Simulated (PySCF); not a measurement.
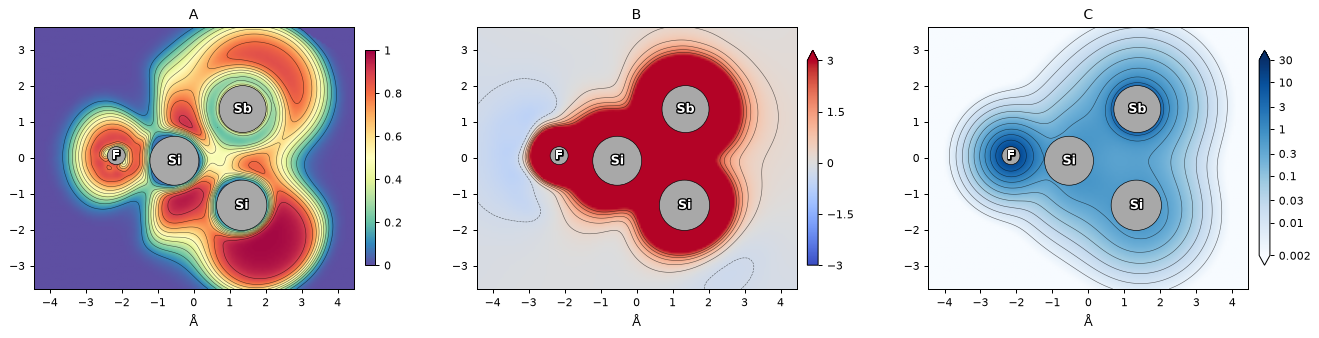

FSbSi₂ (SMILES F[Si]1=[Si]=[Sb]1): 3 fields on the molecular plane, with unlabelled colour scales. Grey discs cover the atomic cores.

Geometry: PBE0-D3(BJ)/def2-SVP; core potentials replace the inner electrons of Sb.

Theory: Gaussian-basis quantum chemistry of an isolated molecule with PySCF, energy and nuclear gradient, functional PBE0 in PySCF 2.14.0.

```xyz
4

F     1.8423   -1.5168   -2.2710
Sb   -0.4079    1.4063   -2.9076
Si    0.4120   -0.7909   -2.4995
Si   -1.8237   -0.8499   -2.6694
```

Q: The panels show electron density, electron localisation function and electrostatic potential in some order. Assign them.

A: Panel A: electron localisation function. Panel B: electrostatic potential (strongly positive close to the atoms, with negative regions outside electron-rich atoms). Panel C: electron density. From the grid: Si–F (1.62 Å): the density is about 1.1 e/Å³ at the midpoint; the ELF peaks at about 0.80 in the valence shell of F, 0.5 Å from its nucleus, and is about 0.50 at the midpoint. Si–Si (2.24 Å): ρ is about 0.58 e/Å³ halfway; the ELF peaks at about 0.80 between the atoms: a shared electron pair.
